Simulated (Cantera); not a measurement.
A closed system holds: 1 mol (CH3)2SiCl2, 0.13 mol C2H4, 58 mol H2, equilibrated at 1.00 bar.

Equilibrium computed with Cantera from the NASA thermochemical tables; the gas is ideal and each condensed phase is pure. Candidate condensed phases: C, C6H6, C7H8, C8H18, Si, SiC; 109 gas species. The feed counts by its element totals alone. The tables' values for SiCl are old estimates; treat these amounts as uncertain. Gases not in the tables: Si2H6 and higher silanes. Equilibrium is a limit: real reactors are often held back by kinetics, nucleation or transport.

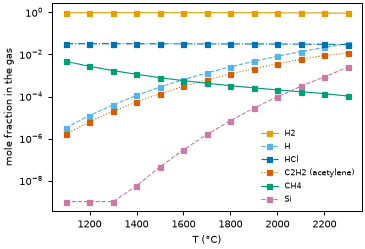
Fig. 1. Equilibrium gas composition (values under 1e-9 drawn at 1e-9)

From 1100 °C to 2200 °C the condensed part is C(graphite) + SiC(s). At 2300 °C the condensed part is SiC(s). The main Si-bearing gas is SiCl2 at 1100 °C and Si at 2300 °C.
